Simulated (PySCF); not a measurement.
# S$_{2}$F$_{2}$: one change and its effect

System: S$_{2}$F$_{2}$ (Thio-thionyl fluoride).
Method of the first run: TDDFT PBE0/aug-cc-pVDZ, vertical, gas phase, core orbitals frozen in the response (PySCF 2.14.0).

The geometry comes from this level: PBE0-D3(BJ)/def2-SVP. Text and figures count atoms from 1; the logs count them from 0 in places.

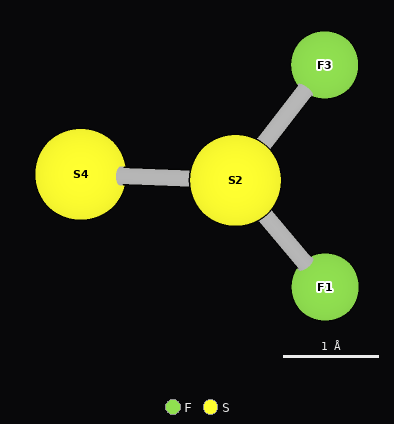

Figure 1. The structure (ball-and-stick view, seen at a tilt; atoms are numbered from 1 in the order of the input). Bond lengths as drawn: F–S 1.63 Å and S–S 1.87 Å.

Input, the first run:
```
{"job": {"kind": "uv", "xc": "PBE0", "basis": "aug-cc-pVDZ"}, "charge": 0, "multiplicity": 1}
F      1.408679    -0.144507    -0.467377
S      0.128496     0.002123     0.534245
F     -0.344932     1.385481    -0.190978
S     -1.108953    -1.333527     0.093649
```

The first line tells a small driver script what to run in PySCF; the rest is the geometry in Å.

Command:
```bash
OMP_NUM_THREADS=1 python <driver script> task.json out
```

Hardware: 1 CPU thread, shared host.

Output (the first run):
```
coarse grid: 5424 points
cycle   1  E = -995.4872445181  dE =  7.435e-01  |g| = 6.965e-01  |ddm| = 3.452e+00
cycle   2  E = -995.2691469318  dE =  2.181e-01  |g| = 1.232e+00  |ddm| = 2.740e+00
cycle   3  E = -995.5869199812  dE = -3.178e-01  |g| = 8.165e-02  |ddm| = 1.819e+00
cycle   4  E = -995.5875759287  dE = -6.559e-04  |g| = 7.376e-02  |ddm| = 2.500e-01
cycle   5  E = -995.5890964496  dE = -1.521e-03  |g| = 1.173e-02  |ddm| = 1.284e-01
cycle   6  E = -995.5891269876  dE = -3.054e-05  |g| = 1.106e-03  |ddm| = 1.502e-02
cycle   7  E = -995.5891274194  dE = -4.319e-07  |g| = 3.632e-04  |ddm| = 2.381e-03
final grid: 46704 points
cycle   8  E = -995.5972046814  dE = -1.264e-05  |g| = 2.284e-03  |ddm| = 4.290e-02
cycle   9  E = -995.5972051323  dE = -4.509e-07  |g| = 1.888e-03  |ddm| = 1.037e-02
cycle  10  E = -995.5972059651  dE = -8.328e-07  |g| = 8.529e-04  |ddm| = 4.699e-03
cycle  11  E = -995.5972060980  dE = -1.330e-07  |g| = 1.069e-04  |ddm| = 1.060e-03
cycle  12  E = -995.5972060994  dE = -1.369e-09  |g| = 8.010e-05  |ddm| = 2.837e-04
cycle  13  E = -995.5972061014  dE = -2.029e-09  |g| = 2.105e-05  |ddm| = 1.786e-04
cycle  14  E = -995.5972061016  dE = -1.310e-10  |g| = 2.380e-06  |ddm| = 3.750e-05
converged SCF energy = -995.5972061016

Static polarisability (au): isotropic 44.520, principal 35.006 38.540 60.013

Singlet excitations
state   eV       nm        f      main configurations
  1   4.1142    301.4   0.00294   H->L 0.99
  2   5.1349    241.5   0.00471   H-1->L 0.58, H->L+1 0.41
  3   5.9781    207.4   0.00122   H-1->L+1 0.99
  4   6.1997    200.0   0.04989   H->L+2 0.43, H->L+1 0.30, H-1->L 0.20
  5   6.3031    196.7   0.00260   H-2->L 0.98
  6   6.7728    183.1   0.17413   H->L+2 0.52, H->L+1 0.18, H-1->L 0.11
  7   7.0813    175.1   0.00064   H-1->L+2 0.96
  8   7.6559    161.9   0.06372   H-2->L+1 0.81
  9   7.8565    157.8   0.06979   H->L+3 0.97
 10   8.2348    150.6   0.00464   H-3->L 0.98

Triplet excitations (Tamm-Dancoff, eV): 3.5400 3.8652 4.7505 5.3521
```

For the second run the input was changed thus:
```diff
-"basis": "aug-cc-pVDZ"
+"basis": "6-31+G*"
```

What does this change do to the results?

The total energy of the second run is 44.8 kcal/mol higher, which measures the change of basis and not a stability. The HOMO goes from −8.28 to −8.35 eV. The LUMO goes from −2.51 to −2.66 eV. The dipole moment goes from 1.14 to 1.30 D. The lowest excitation goes from 4.11 to 4.05 eV. The SCF takes 13 iterations against 14. The basis functions go from 100 to 80.

Output (the second run):
```
coarse grid: 5424 points
cycle   1  E = -995.4472339539  dE =  7.421e-01  |g| = 6.908e-01  |ddm| = 2.892e+00
cycle   2  E = -995.2249252392  dE =  2.223e-01  |g| = 1.210e+00  |ddm| = 2.294e+00
cycle   3  E = -995.5476121552  dE = -3.227e-01  |g| = 1.162e-01  |ddm| = 1.786e+00
cycle   4  E = -995.5504074873  dE = -2.795e-03  |g| = 7.330e-02  |ddm| = 3.369e-01
cycle   5  E = -995.5518557426  dE = -1.448e-03  |g| = 8.993e-03  |ddm| = 1.175e-01
cycle   6  E = -995.5518745041  dE = -1.876e-05  |g| = 7.810e-04  |ddm| = 1.555e-02
cycle   7  E = -995.5518747373  dE = -2.332e-07  |g| = 2.690e-04  |ddm| = 2.695e-03
final grid: 46704 points
cycle   8  E = -995.5258841550  dE = -1.145e-05  |g| = 2.403e-03  |ddm| = 2.969e-02
cycle   9  E = -995.5258849692  dE = -8.142e-07  |g| = 1.728e-03  |ddm| = 6.843e-03
cycle  10  E = -995.5258858332  dE = -8.640e-07  |g| = 3.994e-04  |ddm| = 3.088e-03
cycle  11  E = -995.5258858596  dE = -2.638e-08  |g| = 1.145e-04  |ddm| = 4.003e-04
cycle  12  E = -995.5258858616  dE = -2.085e-09  |g| = 4.921e-05  |ddm| = 2.460e-04
cycle  13  E = -995.5258858623  dE = -6.351e-10  |g| = 2.450e-05  |ddm| = 1.489e-04
converged SCF energy = -995.5258858623

Static polarisability (au): isotropic 39.498, principal 28.547 31.849 58.097

Singlet excitations
state   eV       nm        f      main configurations
  1   4.0500    306.1   0.00393   H->L 0.99
  2   5.1314    241.6   0.00636   H-1->L 0.58, H->L+1 0.41
  3   5.9950    206.8   0.00076   H-1->L+1 0.99
  4   6.1871    200.4   0.04084   H->L+2 0.48, H->L+1 0.28, H-1->L 0.18
  5   6.2750    197.6   0.00298   H-2->L 0.98
  6   6.7976    182.4   0.19227   H->L+2 0.47, H->L+1 0.20, H-1->L 0.13
  7   7.0653    175.5   0.00001   H-1->L+2 0.97
  8   7.6788    161.5   0.05896   H-2->L+1 0.79
  9   7.7024    161.0   0.07165   H->L+3 0.97
 10   8.1624    151.9   0.00666   H-3->L 0.98

Triplet excitations (Tamm-Dancoff, eV): 3.4738 3.8170 4.7624 5.3356
```

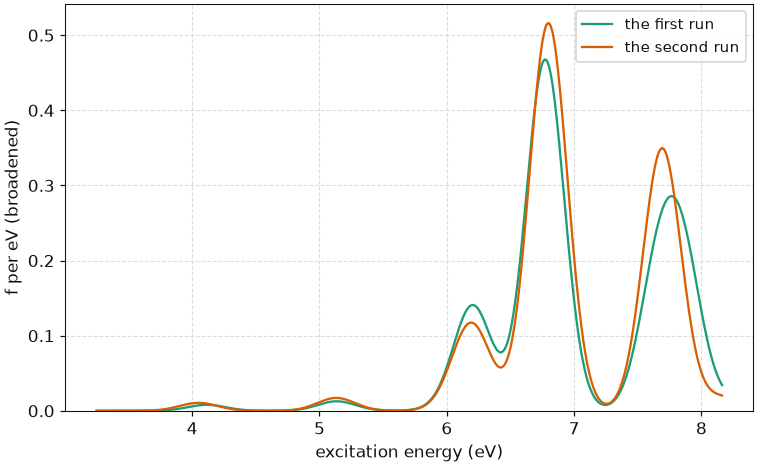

Figure 2. Absorption of the two runs from their computed states, each broadened by a Gaussian of 0.35 eV full width; the range ends where the shorter list of states ends.

The two runs side by side:

```tsv
quantity	the first run	the second run
outcome	converged	converged
total energy (hartree)	−995.597206	−995.525886
HOMO (eV)	−8.28	−8.35
LUMO (eV)	−2.51	−2.66
dipole moment (D)	1.14	1.30
lowest excitation (eV)	4.11	4.05
SCF iterations	14	13
strongest computed line (eV)	6.77	6.80
basis functions	100	80
wall time (shared host)	7.8 s	5.9 s
```
